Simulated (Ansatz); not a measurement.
# C$_{2}$H$_{10}$BNOSi (SMILES CBN(C)[SiH2]O): what the fields show

Input

```
crystal:
  periodic: [false, false, false]
  atoms:
    - { symbol: C, position_ang: [-1.9019, -0.7304, -1.2586] }
    - { symbol: B, position_ang: [-0.9962, -0.2518, -0.0854] }
    - { symbol: "N", position_ang: [0.4921, -0.3343, -0.2754] }
    - { symbol: C, position_ang: [1.1732, -1.2135, 0.7507] }
    - { symbol: Si, position_ang: [1.2093, 1.3156, -0.1051] }
    - { symbol: O, position_ang: [0.9326, 1.9348, 1.4991] }
    - { symbol: H, position_ang: [-1.7353, -1.7464, -1.5217] }
    - { symbol: H, position_ang: [-2.9699, -0.5456, -0.9668] }
    - { symbol: H, position_ang: [-1.7471, -0.0341, -2.1165] }
    - { symbol: H, position_ang: [-1.4567, 0.1273, 0.9601] }
    - { symbol: H, position_ang: [0.8731, -0.8684, 1.8094] }
    - { symbol: H, position_ang: [2.2197, -1.2842, 0.637] }
    - { symbol: H, position_ang: [0.646, -2.227, 0.6193] }
    - { symbol: H, position_ang: [0.5576, 2.2338, -1.0535] }
    - { symbol: H, position_ang: [2.6536, 1.264, -0.3379] }
    - { symbol: H, position_ang: [0.0272, 2.3376, 1.4896] }
basis:
  gaussian: { orbitals: def2-SVP }
hamiltonian:
  xc: pbe0
  dispersion: d4
relax:
  f_tol: 0.015
  max_steps: 40
output:
  orbitals: {}
```

Launched as:

```sh
ansatz run input.yaml --threads 2 --pin off --max-ram 3072MiB --backend cpu --events-out ev --progress --plain --runs-dir out
```

The fields are those of the run's last geometry, not of the input's.

The calculation used Ansatz, RKS PBE0-D4/def2-SVP.

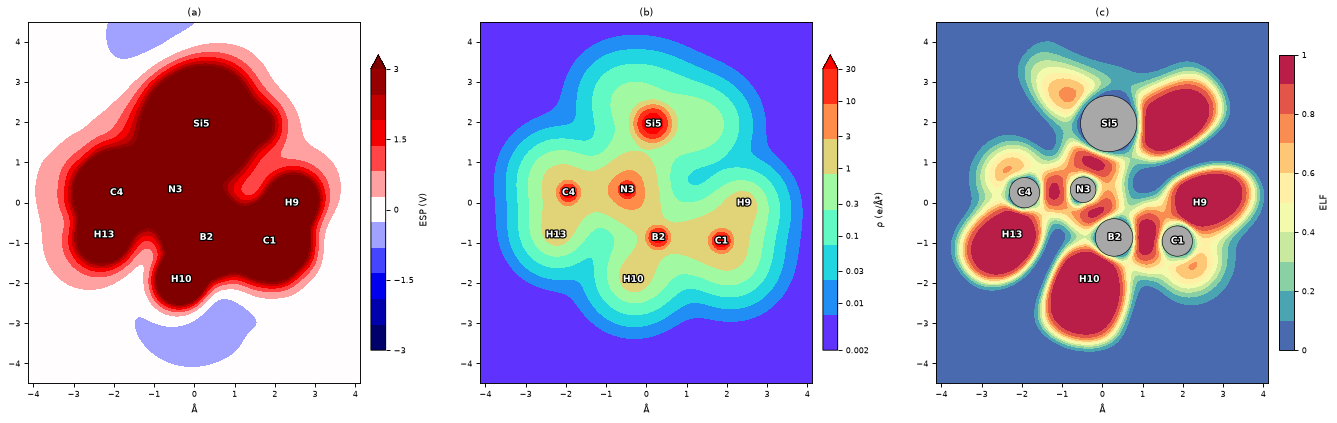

Figure 1. (a) molecular electrostatic potential; (b) electron density; (c) ELF on the plane of atoms C1, B2 and N3. Grey discs cover the atomic cores in the ELF map.

Q: Interpret the plot.

A:
- The plane passes through C, B, N, Si and H nuclei.
- B–N (1.41 Å): the density is about 1.9 e/Å³ at the midpoint; the ELF peaks at about 0.90 between the atoms; a polar covalent bond.
- C–N (1.46 Å): the density is about 1.9 e/Å³ at the midpoint; the ELF peaks at about 0.95 between the atoms: a shared electron pair.
- C–B (1.57 Å): ρ is about 1.4 e/Å³ halfway; the ELF peaks at about 1 between the atoms (a shared electron pair).
- Si–N (1.76 Å): ρ at the midpoint is about 1 e/Å³; the ELF peaks at about 0.95 between the atoms (a polar covalent bond).
- C–H (1.10 Å): ρ at the midpoint is about 2 e/Å³; the ELF climbs to about 1 towards the hydrogen, as it does in any bond to H (an ordinary covalent bond to hydrogen).
- Outside the dense part of the molecule the potential is most negative (−0.5 V) near H10.

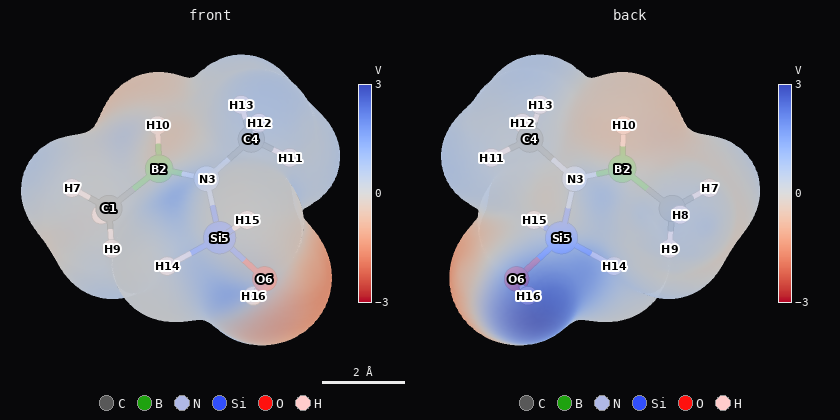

Figure 2. The molecular electrostatic potential painted on the density surface at 0.002 e/bohr³, seen from the front and from behind; red is negative and blue positive.

Q: Describe the electrostatic potential map.

A: The most negative region (about −1.4 V) lies over O6, the most positive (about +2.5 V) over H16. O6 is the likeliest acceptor of a hydrogen bond.

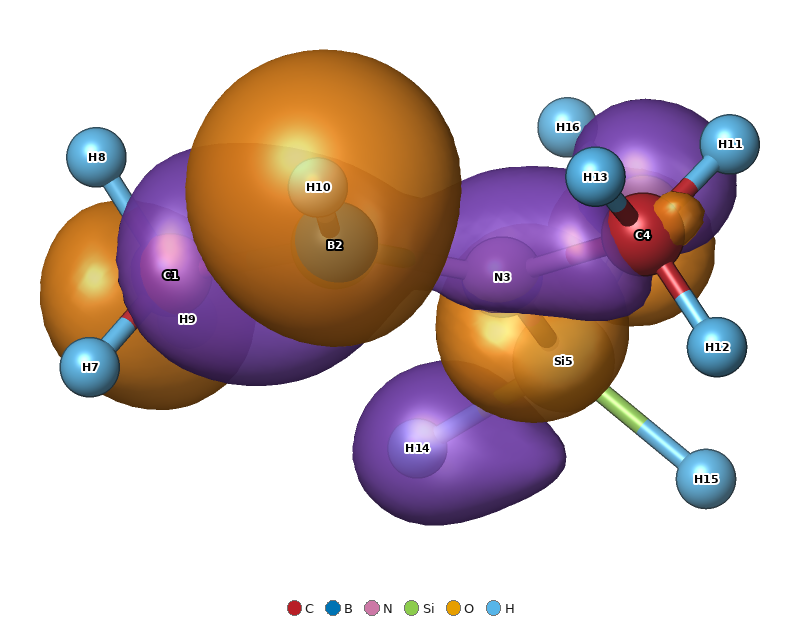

Figure 3. The HOMO−1 at ±0.1 Å⁻³ᐟ² (orange and purple are the two phases), seen from one side.

Q: Where does this orbital lie, and at what energy?

A: It lies mainly on H10 (about 20 %), B2 (about 20 %), C1 (about 15 %), N3 (about 10 %) and O6 (about 10 %). Its energy is −8.37 eV.
